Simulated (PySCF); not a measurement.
**CoBr (charge +1, quartet): density, localisation and related maps**

```xyz
2

Co    0.0000    0.0000   -1.3494
Br    0.0000    0.0000    1.0076
```

The calculation used PBE0/def2-TZVPPD, non-relativistic Hamiltonian with scalar-relativistic core potentials where named, at a bond length of 2.357 Å (PySCF 2.14.0).

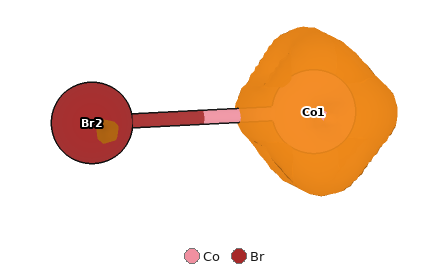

Figure 1. Isosurface of the spin density (α minus β) at +0.2 e/Å³ (orange), seen from one side.

### Which atoms carry the spin?

The unpaired spin (3 electrons) lies mostly on Co1 (about 2.7) and Br2 (about 0.3), in electrons by Hirshfeld's partition.

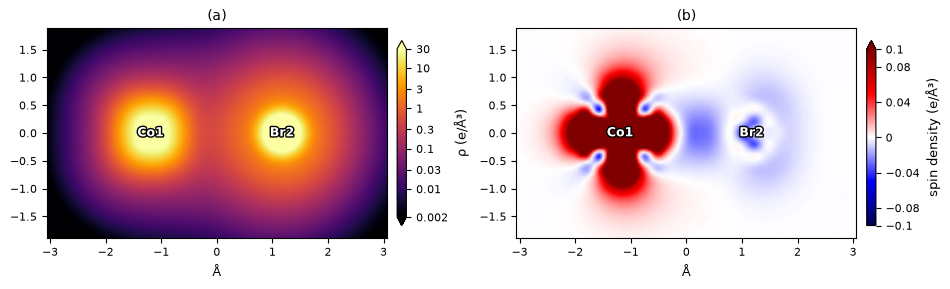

Figure 2. (a) total electron density; (b) spin density (α minus β) on a plane that holds the molecular axis.

### Describe what can be read from this map.

- Atoms in the plane: Co and Br.
- Co–Br (2.36 Å): ρ at the midpoint is about 0.55 e/Å³.
